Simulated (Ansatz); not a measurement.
**AlAsH2 (triplet): RPA-PBE over vertical spin and charge gaps, cc-pVDZ**

Aim: run AlAsH2 (triplet) with these functionals over vertical spin and charge gaps, and hold them against the top wave-function level at the same points.

The runs use Ansatz 0.2.0, Gaussian basis; cc-pVDZ, all electrons in the functionals, frozen cores in the correlation of double hybrids and RPA.

To be run: RPA-PBE, at charge 0, triplet; charge 0, singlet; charge 0, quintet; charge 1, doublet; charge 1, quartet.

15 further runs of the same task are left out: 9 for a known fault of the program, 6 set aside as unsound or not needed.

### 1 The system

The geometry is a PBE0/def2-TZVP stationary point (not a proven minimum). No spin-orbit coupling is included. The filled d shell of As may be among the frozen orbitals whatever the setting's name suggests; the logs give the count.

4 atoms, charge 0, spin multiplicity 3.

Atoms are counted from 1 here; the program's logs count them from 0.

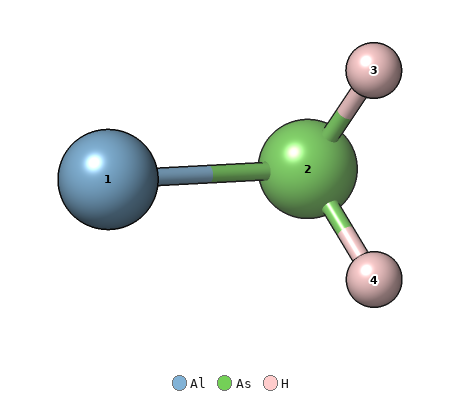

The geometry (aluminium light blue, arsenic green, hydrogen pink); atoms are numbered from 1 in the order of the file.

Coordinates:

```
Al    0.0365    0.0000    1.8321
As   -0.0398    0.0000   -0.6370
H     0.9895    1.1039   -0.8491
H     0.9895   -1.1039   -0.8491
```

No dispersion term is added.

The geometry shown and the zero of energy belong to the point charge 0, triplet. The yardstick, RCCSDTQ, and other wave-function levels (R restricted, U unrestricted, valence and pair active spaces) come from earlier runs.

### 2 RPA-PBE, charge 0, triplet

The input, in.yaml:

```yaml
crystal:
  periodic: [false, false, false]
  atoms:
    - {symbol: Al, position_ang: [0.036540, 0.000000, 1.832106]}
    - {symbol: As, position_ang: [-0.039784, 0.000000, -0.636952]}
    - {symbol: H, position_ang: [0.989539, 1.103858, -0.849067]}
    - {symbol: H, position_ang: [0.989541, -1.103856, -0.849067]}
basis:
  gaussian: {orbitals: cc-pVDZ}
magnetization: {spin_polarized: true, initial_magnetization: 2}
hamiltonian: {xc: {name: PBE}}
correlation: {method: rpa, electrons: outside_noble_gas}
```

Command:

```
$ ansatz run in.yaml --threads 1 --pin off --events-out ev --progress --plain --max-ram 2816MiB --backend cpu
```

The program printed:

```text
Functional definition: PBE
  name "PBE"
  cite "Perdew, Burke & Ernzerhof, Phys. Rev. Lett. 77, 3865 (1996) doi:10.1103/PhysRevLett.77.3865"
  parent pbe
  parameter kappa = 0.804
  parameter beta = 0.06672455060314922
  exchange = pbe_x(kappa = kappa, mu = beta*pi^2/3)
  correlation = pbe_c(beta = beta)
597 factors; integrals over basis functions are off by at most 1.2e-3 eV
mean field evaluation 1: about -67453.7917 eV, gradient 9.3e0 eV
mean field evaluation 2: about -67453.7900 eV, gradient 9.3e0 eV
mean field evaluation 4: about -67454.7000 eV, gradient 3.7e0 eV
mean field evaluation 8: about -67454.8157 eV, gradient 9.5e-2 eV
mean field evaluation 16: about -67454.8158 eV, gradient 2.2e-5 eV
mean field evaluation 32: about -67453.4095 eV, gradient 8.9e0 eV
mean field evaluation 64: about -67453.4095 eV, gradient 8.9e0 eV
mean field -67454.81578589 eV, -2478.9187576150 hartree, gradient 1.4e-6 eV, S^2 2.003122; 7 other end points of the search recorded, 0 dependent functions left out
19 core orbitals not correlated: weight in the atoms' cores, before any rotation towards them, 0.999 or more for the frozen orbitals, at most 0.000 for the correlated occupied ones
reference -67407.14409356 eV, -2477.1668552351 hartree; 6, 4 occupied and 30, 32 virtual orbitals, 597 factors
Total energy: -67415.30547232 eV, -2477.4667803724 hartree
```

It took 6 s on 1 thread of AMD EPYC 7R13, shared host.

From the report: ⟨S²⟩ of the determinant 2.003 (pure triplet: 2.00).

### 3 RPA-PBE, charge 0, singlet

Changes to in.yaml since step 2:

```diff
@@ -9,3 +9,3 @@
   gaussian: {orbitals: cc-pVDZ}
-magnetization: {spin_polarized: true, initial_magnetization: 2}
+magnetization: {spin_polarized: true, initial_magnetization: 0}
 hamiltonian: {xc: {name: PBE}}
```

Launched as before.

The program printed (excerpt; [...] marks lines left out):

```text
Functional definition: PBE
  name "PBE"
  cite "Perdew, Burke & Ernzerhof, Phys. Rev. Lett. 77, 3865 (1996) doi:10.1103/PhysRevLett.77.3865"
  parent pbe
[...]
597 factors; integrals over basis functions are off by at most 1.2e-3 eV
[...]
mean field -67456.28340418 eV, -2478.9726915924 hartree, gradient 3.3e-6 eV, S^2 0.000000; 8 other end points of the search recorded, 0 dependent functions left out
19 core orbitals not correlated: weight in the atoms' cores, before any rotation towards them, 0.999 or more for the frozen orbitals, at most 0.000 for the correlated occupied ones
reference -67408.29935105 eV, -2477.2093101648 hartree; 5, 5 occupied and 31, 31 virtual orbitals, 597 factors
Total energy: -67416.90135895 eV, -2477.5254281245 hartree
```

It took 4.5 s on 1 thread of AMD EPYC 7R13, shared host.

From the report: ⟨S²⟩ of the determinant 0.000 (pure singlet: 0.00).

From charge 0, triplet: -36.8 kcal/mol.

### 4 RPA-PBE, charge 0, quintet

Changes to in.yaml since step 3:

```diff
@@ -9,3 +9,3 @@
   gaussian: {orbitals: cc-pVDZ}
-magnetization: {spin_polarized: true, initial_magnetization: 0}
+magnetization: {spin_polarized: true, initial_magnetization: 4}
 hamiltonian: {xc: {name: PBE}}
```

The command is unchanged.

The program printed (excerpt; [...] marks lines left out):

```text
Functional definition: PBE
  name "PBE"
  cite "Perdew, Burke & Ernzerhof, Phys. Rev. Lett. 77, 3865 (1996) doi:10.1103/PhysRevLett.77.3865"
  parent pbe
[...]
597 factors; integrals over basis functions are off by at most 1.2e-3 eV
[...]
mean field -67450.82803724 eV, -2478.7722105551 hartree, gradient 7.1e-6 eV, S^2 6.001983; 4 other end points of the search recorded, 0 dependent functions left out
19 core orbitals not correlated: weight in the atoms' cores, before any rotation towards them, 0.999 or more for the frozen orbitals, at most 0.000 for the correlated occupied ones
reference -67404.11691085 eV, -2477.0556083224 hartree; 7, 3 occupied and 29, 33 virtual orbitals, 597 factors
Total energy: -67411.44269590 eV, -2477.3248259573 hartree
```

It took 3.7 s on 1 thread of AMD EPYC 7R13, shared host.

From the report: ⟨S²⟩ of the determinant 6.002 (pure quintet: 6.00).

From charge 0, triplet: +89.1 kcal/mol.

### 5 RPA-PBE, charge 1, doublet

Changes to in.yaml since step 4:

```diff
@@ -9,3 +9,4 @@
   gaussian: {orbitals: cc-pVDZ}
-magnetization: {spin_polarized: true, initial_magnetization: 4}
+total_charge: 1
+magnetization: {spin_polarized: true, initial_magnetization: 1}
 hamiltonian: {xc: {name: PBE}}
```

Same command.

The program printed (excerpt; [...] marks lines left out):

```text
Functional definition: PBE
  name "PBE"
  cite "Perdew, Burke & Ernzerhof, Phys. Rev. Lett. 77, 3865 (1996) doi:10.1103/PhysRevLett.77.3865"
  parent pbe
[...]
597 factors; integrals over basis functions are off by at most 1.2e-3 eV
[...]
mean field -67448.84765373 eV, -2478.6994328035 hartree, gradient 3.6e-6 eV, S^2 0.756564; 1 other end points of the search recorded, 0 dependent functions left out
19 core orbitals not correlated: weight in the atoms' cores, before any rotation towards them, 0.999 or more for the frozen orbitals, at most 0.000 for the correlated occupied ones
reference -67401.60688377 eV, -2476.9633665284 hartree; 5, 4 occupied and 31, 32 virtual orbitals, 597 factors
Total energy: -67409.36153651 eV, -2477.2483447603 hartree
```

It took 2.1 s on 1 thread of AMD EPYC 7R13, shared host.

From the report: ⟨S²⟩ of the determinant 0.757 (pure doublet: 0.75).

From charge 0, triplet: +137.1 kcal/mol.

### 6 RPA-PBE, charge 1, quartet

Changes to in.yaml since step 5:

```diff
@@ -10,3 +10,3 @@
 total_charge: 1
-magnetization: {spin_polarized: true, initial_magnetization: 1}
+magnetization: {spin_polarized: true, initial_magnetization: 3}
 hamiltonian: {xc: {name: PBE}}
```

Launched as before.

The program printed (excerpt; [...] marks lines left out):

```text
Functional definition: PBE
  name "PBE"
  cite "Perdew, Burke & Ernzerhof, Phys. Rev. Lett. 77, 3865 (1996) doi:10.1103/PhysRevLett.77.3865"
  parent pbe
[...]
597 factors; integrals over basis functions are off by at most 1.2e-3 eV
[...]
mean field -67444.99870515 eV, -2478.5579865520 hartree, gradient 3.6e-6 eV, S^2 3.752247; 7 other end points of the search recorded, 0 dependent functions left out
19 core orbitals not correlated: weight in the atoms' cores, before any rotation towards them, 0.999 or more for the frozen orbitals, at most 0.000 for the correlated occupied ones
reference -67398.55689764 eV, -2476.8512816055 hartree; 6, 3 occupied and 30, 33 virtual orbitals, 597 factors
Total energy: -67405.63195831 eV, -2477.1112852897 hartree
```

It took 5.5 s on 1 thread of AMD EPYC 7R13, shared host.

From the report: ⟨S²⟩ of the determinant 3.752 (pure quartet: 3.75).

From charge 0, triplet: +223.1 kcal/mol.

### 7 The comparison

The yardstick is RCCSDTQ, where the cluster series has nearly closed. It comes from earlier runs at the same points. Energies in kcal/mol, counted from charge 0, triplet; blanks weren't run or aren't comparable.

| level | triplet to singlet | triplet to quintet | ionisation to the doublet cation | ionisation to the quartet cation |
| --- | --- | --- | --- | --- |
| RCCSDTQ | -36.5 | 86.1 | 134.0 | 219.4 |
| RPA-PBE | -36.8 | 89.1 | 137.1 | 223.1 |

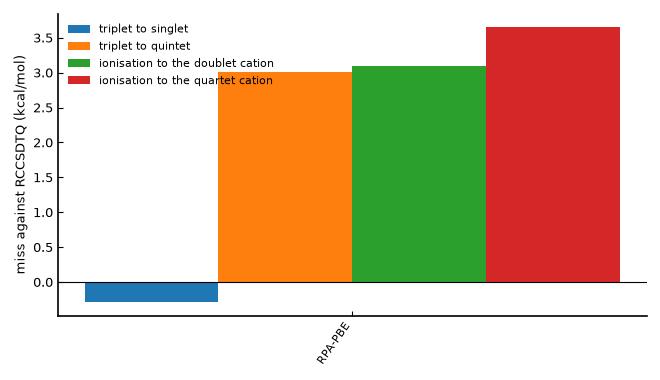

Misses of the gaps against RCCSDTQ.

Largest miss and mean time a point (RCCSDTQ took 44 s a point; shared hosts):

| level | largest miss (kcal/mol) | where | time a point |
| --- | --- | --- | --- |
| RPA-PBE | +3.7 | ionisation to the quartet cation | 4.4 s |

### 8 Outcome

| quantity | value |
| --- | --- |
| triplet to singlet, RCCSDTQ | -36.5 kcal/mol |
| triplet to quintet, RCCSDTQ | 86.1 kcal/mol |
| ionisation to the doublet cation, RCCSDTQ | 134.0 kcal/mol |
| ionisation to the quartet cation, RCCSDTQ | 219.4 kcal/mol |
| largest miss, RPA-PBE | +3.7 kcal/mol (ionisation to the quartet cation) |

In words: RPA-PBE strays by up to 3.7 kcal/mol, at ionisation to the quartet cation. Functionals and the yardstick converge differently with the basis, so part of each miss in cc-pVDZ is the basis.
